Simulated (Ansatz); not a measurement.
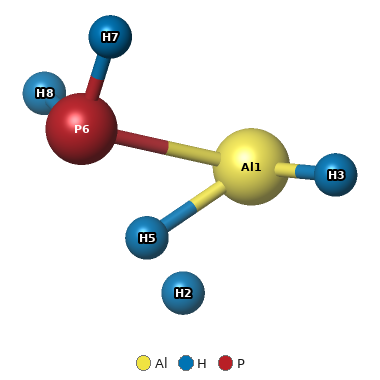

The system is the reacting system AlH6P (fragments AlH₃ + H₃P where the first distance is long, AlH₄P + H₂ where the second is long); the picture shows the reference structure. The first coordinate is: distance Al1–P6 (bond that forms); the second: distance H5–P6 (bond that breaks). Relaxed at each point: all other coordinates. The grid has 13 × 13 points. Points are written as (first, second). Energies: kJ/mol, counted from a guessed transition structure relaxed with its forming and breaking bonds held. Energies and slopes of some neighbouring points disagree (a jump in structure or state, or too coarse a mesh). The reference is spin-restricted, so regions where a bond is pulled apart into radicals lie too high. Computed with RKS B3LYP-D4/def2-SVP (Ansatz 0.2.0).

Its coordinates:

```xyz
8

Al   -0.9721   -0.3670   -0.4032
H     0.6512   -0.8802   -1.4629
H    -1.7275    0.5472   -1.4371
H    -1.3974   -1.7272    0.2621
H     0.8513   -0.2336   -0.7547
P     1.1276    0.8485    0.6863
H     0.3571    1.8707    1.3207
H     1.1098   -0.0583    1.7887
```

Range: distance Al1–P6 (bond that forms) from 2.052 to 3.552 Å; distance H5–P6 (bond that breaks) from 1.242 to 2.442 Å.

**What landscape does the calculation give?**

The lowest grid point is at (2.212 Å, 1.454 Å), −103 kJ/mol from a guessed transition structure relaxed with its forming and breaking bonds held. Other grid points that lie below all their neighbours: (3.397 Å, 1.454 Å) (14 kJ/mol higher). The energy also falls towards the edge at (2.317 Å, 2.442 Å) (11 kJ/mol above the lowest), where a further well may lie outside the range. The highest grid point, (3.552 Å, 2.442 Å), lies 193 kJ/mol above the lowest.

```
second ↓, first →  2.052  2.119  2.212  2.317  2.432  2.554  2.683  2.817  2.956  3.099  3.246  3.397  3.552
            2.442    −34    −61    −83    −93    −90    −79    −60    −36    −10     16     43     68     89
            2.318    −27    −53    −75    −85    −83    −72    −53    −30     −4     22     47     68     84
            2.197    −17    −44    −66    −77    −75    −63    −45    −21      3     27     47     62     73
            2.080     −6    −33    −56    −66    −64    −53    −34    −12     11     29     41     49     54
            1.965      8    −19    −42    −52    −51    −39    −21     −1     13     19     21     22     24
            1.854     26     −2    −25    −36    −34    −23     −7      0     −4     −7     −8     −7     −6
            1.747     47     19     −4    −15    −14     −3    −13    −24    −31    −35    −37    −37    −35
            1.644     72     44     20      9     10    −15    −34    −47    −55    −60    −62    −62    −61
            1.546    −27    −60    −91     34     −4    −32    −52    −65    −73    −78    −80    −80    −79
            1.454    −39    −72   −103     19    −17    −44    −62    −74    −82    −87    −89    −89    −88
            1.370    −38    −71   −102     20    −16    −42    −60    −72    −79    −83    −85    −85    −84
            1.296    −21    −54    −85     35      0    −26    −43    −55    −62    −65    −67    −67    −66
            1.242      3    −30    −61     59     24     −1    −18    −29    −36    −40    −42    −42    −41
```

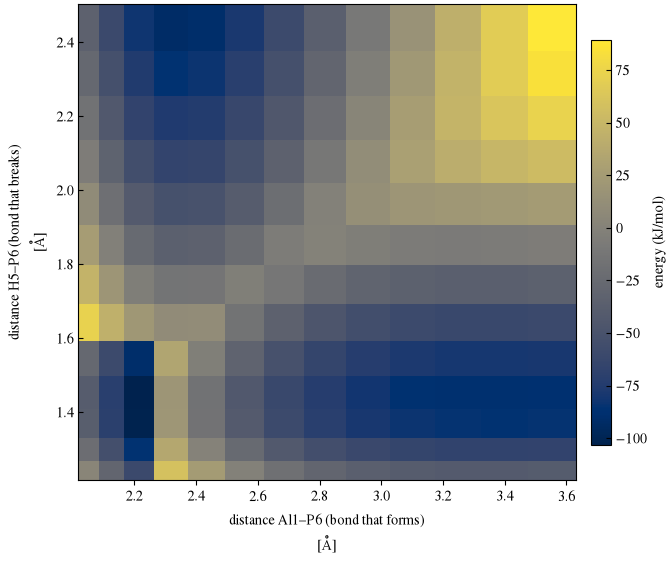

The picture shows one coloured cell a grid point.

Each point was launched as `ansatz run input.yaml --threads 1 --pin off --max-ram 2560MiB --backend cpu --events-out ev --progress --plain --runs-dir out`. The whole map (169 points run) took 21 min on 1 thread of Arm Neoverse V2, with other jobs on the host.
